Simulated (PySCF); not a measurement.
**Atomic calculation for Ce**

- system: Ce, configuration 1s2 2s2 2p6 3s2 3p6 3d10 4s2 4p6 4d10 4f2 5s2 5p6 6s2, multiplicity 3.
- method: unrestricted LDA, cc-pVDZ-X2C, spin-free X2C-1e, Gaussian nucleus (PySCF)

## Input
```python
from pyscf import gto, scf, dft, mp, cc
import basis_set_exchange as bse
mol = gto.M(atom="Ce 0 0 0", charge=0, spin=2, symmetry="D2h",
            basis=gto.basis.parse(bse.get_basis("cc-pVDZ-X2C", elements=["Ce"], fmt="nwchem")),
            nucmod="G")
mf = dft.UKS(mol, xc="LDA,VWN").sfx2c1e()
mf.irrep_nelec = {'Ag': (10, 10), 'B1g': (2, 2), 'B2g': (2, 2), 'B3g': (2, 2), 'B1u': (4, 4), 'B2u': (6, 4), 'B3u': (4, 4)}
mf.kernel()
```

The script is an equivalent of what the driver set up; the driver started from orbitals of its own, so the log can be shorter than this script's would be, and it computed the properties (radii, ⟨L²⟩, response) afterwards. It held the occupations shell by shell, which the script's counts by irreducible representation don't always enforce.

Hardware: 1 CPU thread, shared host.

## The program's output (extracts)
```
damping factor = 0
level_shift factor = 0
DIIS = <class 'pyscf.scf.diis.CDIIS'>
diis_start_cycle = 1
diis_space = 10
diis_damp = 0
SCF conv_tol = 1e-09
SCF conv_tol_grad = None
number electrons alpha = 30  beta = 28
XC functionals = LDA,VWN
    P. A. M. Dirac.,  Math. Proc. Cambridge Philos. Soc. 26, 376 (1930)
    F. Bloch.,  Z. Phys. 57, 545 (1929)
    S. H. Vosko, L. Wilk, and M. Nusair.,  Can. J. Phys. 58, 1200 (1980)
cycle= 1 E= -8852.29672428594  delta_E= -0.0198  |g|= 0.0804  |ddm|= 1.22
cycle= 2 E= -8852.29699175375  delta_E= -0.000267  |g|= 0.0737  |ddm|= 0.289
cycle= 3 E= -8852.29789620713  delta_E= -0.000904  |g|= 0.0134  |ddm|= 0.186
cycle= 4 E= -8852.29795718536  delta_E= -6.1e-05  |g|= 0.000798  |ddm|= 0.0376
cycle= 5 E= -8852.29795773073  delta_E= -5.45e-07  |g|= 0.000206  |ddm|= 0.00772
cycle= 6 E= -8852.29795776386  delta_E= -3.31e-08  |g|= 0.000287  |ddm|= 0.0102
cycle= 7 E= -8852.29795777416  delta_E= -1.03e-08  |g|= 7.17e-05  |ddm|= 0.00461
cycle= 8 E= -8852.29795778207  delta_E= -7.92e-09  |g|= 0.00011  |ddm|= 0.00539
cycle= 9 E= -8852.29795778331  delta_E= -1.24e-09  |g|= 0.00012  |ddm|= 0.00782
cycle= 10 E= -8852.29795777836  delta_E= 4.94e-09  |g|= 1.47e-05  |ddm|= 0.00362
cycle= 11 E= -8852.29795777837  delta_E= -3.64e-12  |g|= 2.12e-06  |ddm|= 0.000425
converged SCF energy = -8852.29795777837  <S^2> = 2.0009235  2S+1 = 3.0006156
```

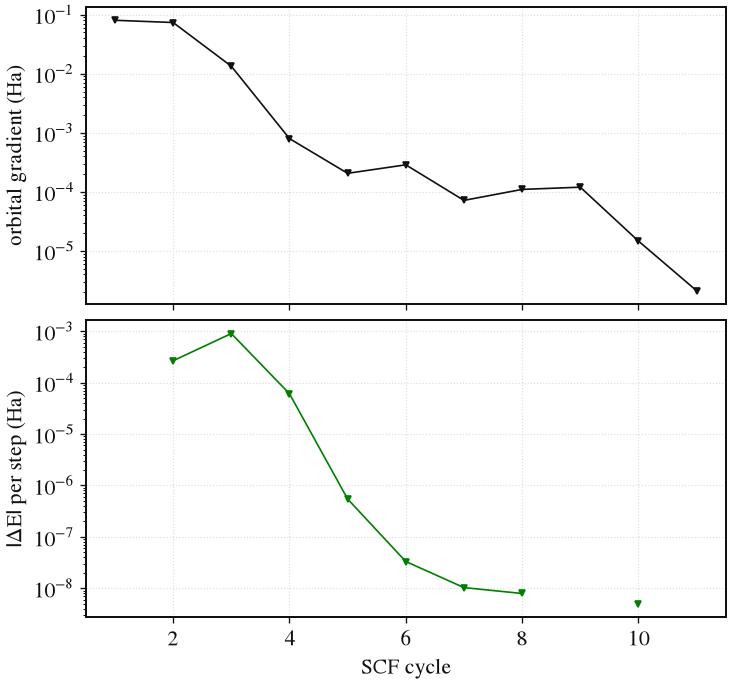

Fig. 1: Convergence: orbital gradient and change of the energy from step to step (the smallest changes aren't drawn) against the SCF cycle. The residual falls almost steadily, with no more than small rises or pauses. It goes from 0.080 to 2.1×10⁻⁶ in 11 steps.

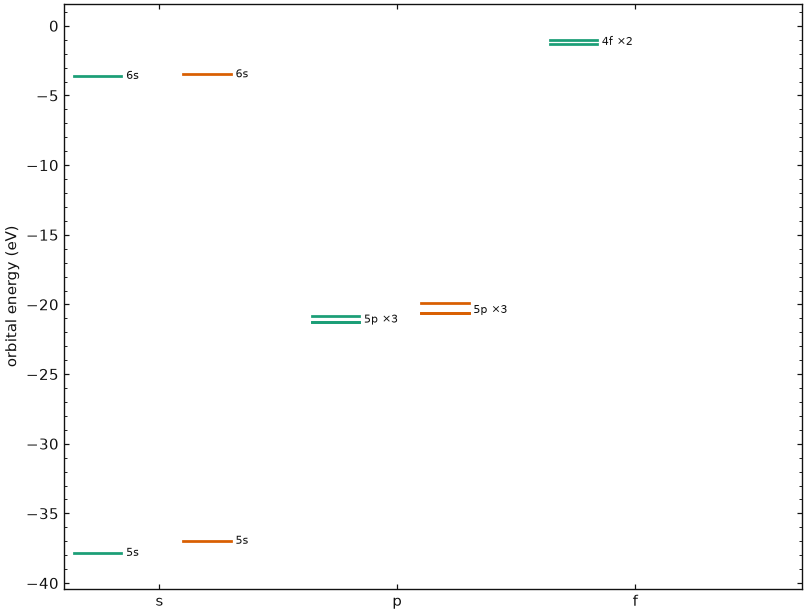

Fig. 2: Orbital energies of the mean field, from the top down to −37.8 eV, by angular momentum, α spin at the left of each column and β at the right; ×n counts the orbitals under one label. Empty levels that the record names by l alone aren't drawn. The highest filled orbital is 4f α at −0.998 eV, the lowest empty one d α at −2.40 eV.

## Summary

- outcome: converged
- total energy: −8852.2980 hartree
- ⟨S²⟩: 2.001
- ⟨L²⟩: 23.97
- SCF iterations: 11
- CPU time: 3.5 s (integrals apart)

## Remarks

The driver held the occupations shell by shell, and empty d and f levels lie below the filled 4f. This is not the ground configuration of the species. ⟨L²⟩ departs from that of the intended term, so the determinant mixes terms.
